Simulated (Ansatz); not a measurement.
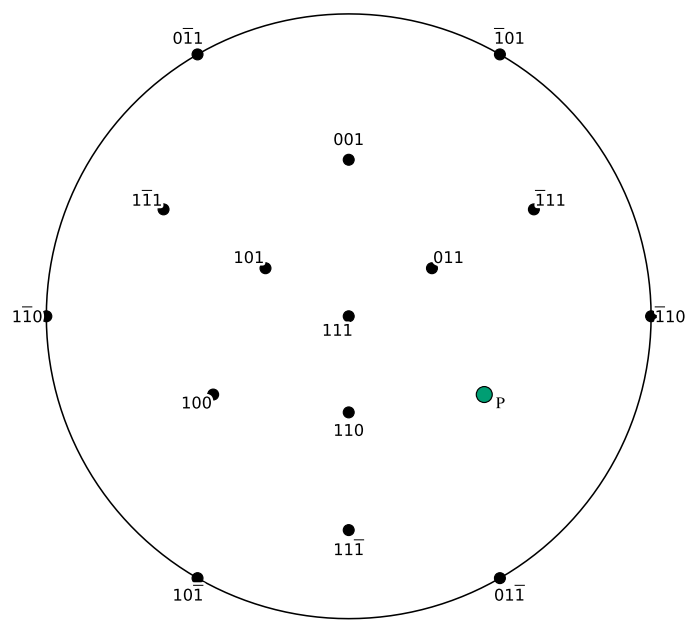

Stereographic projection of plane normals (upper hemisphere) centred on (1 1 1). Crystal: Si, the input geometry of an electronic-structure calculation (not necessarily at equilibrium). Symmetry computed with spglib at a tolerance of 0.002 Å; standard conventional cell.

a = 5.437 Å, b = 5.437 Å, c = 5.437 Å, α = 90.00°, β = 90.00°, γ = 90.00°.

> Index the pole marked P.

P is (0 1 0), 54.7° from the centre.

> What is the angle between the normals of (1 0 −1) and (0 1 −1), and what are their d_hkl = 1/|g|?

60.0°; d = 3.845 Å and 3.845 Å.
